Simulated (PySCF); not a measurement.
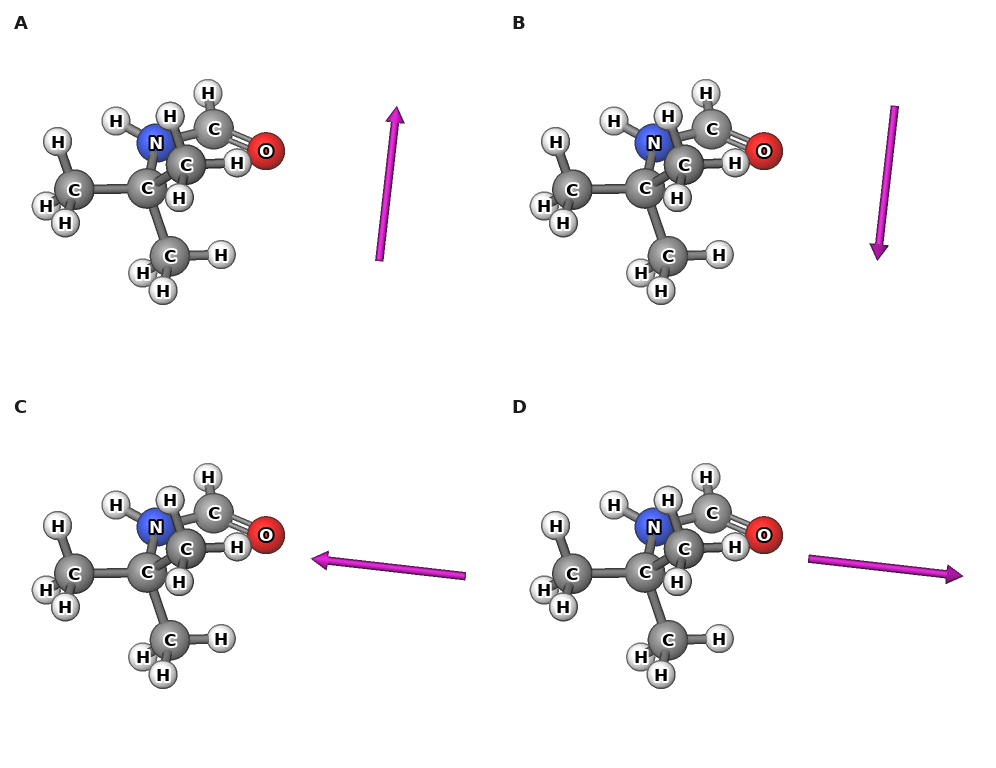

The same molecule four times, each with an arrow. The geometry was computed by an optimisation with GFN2-xTB. No frequency run is at hand to confirm it as a minimum. Level of theory: CAM-B3LYP/def2-SVPD, gas phase (PySCF 2.14.0).

Which arrow points along the dipole moment, from the negative to the positive end?

Answer. C. The dipole moment is 3.90 D.
